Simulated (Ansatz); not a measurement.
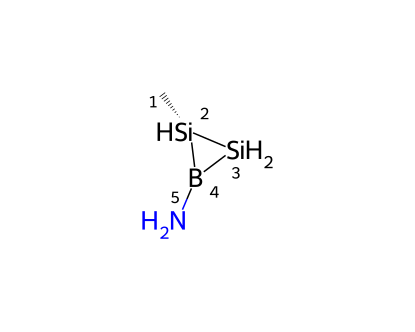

Skeletal drawing with numbered atoms; wedges and dashes mark any stereocentres. The configuration is that of a computed structure (PBE-D4/def2-SVP).

What are the Cahn–Ingold–Prelog descriptors?

Answer. Si2: R.

Write the isomeric SMILES.

Answer. C[Si@@H]1[SiH2]B1N
